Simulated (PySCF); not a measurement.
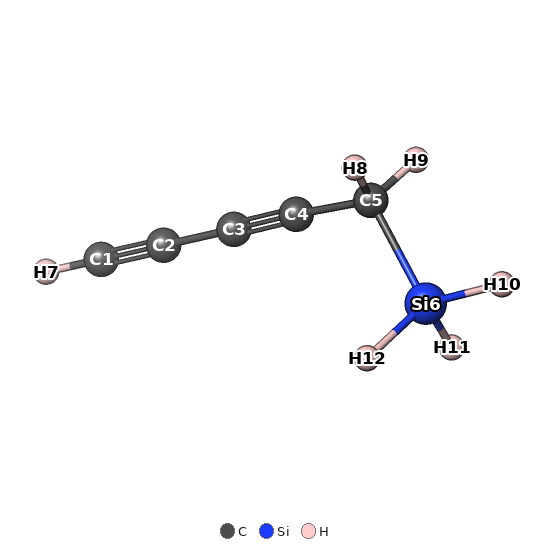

The computed structure is the end point of a PBE0-D3(BJ)/def2-SVP optimisation. No frequency run is at hand to confirm it as a minimum. Method: TDDFT CAM-B3LYP/def2-SVPD, vertical, gas phase, core orbitals frozen in the response (PySCF 2.14.0), and the same with a continuum solvent (IEF-PCM, Bondi radii x 1.2, gas-phase geometry).

How do dipole (D), HOMO–LUMO gap (eV), lowest singlet (eV) change in chloroform (ε = 4.7), acetone (ε = 20.5)?

| medium | dipole (D) | HOMO–LUMO gap (eV) | lowest singlet (eV) |
| --- | --- | --- | --- |
| gas phase | 1.19 | 8.69 | 4.58 |
| chloroform | 1.61 | 8.72 | 4.60 |
| acetone | 1.76 | 8.73 | 4.61 |
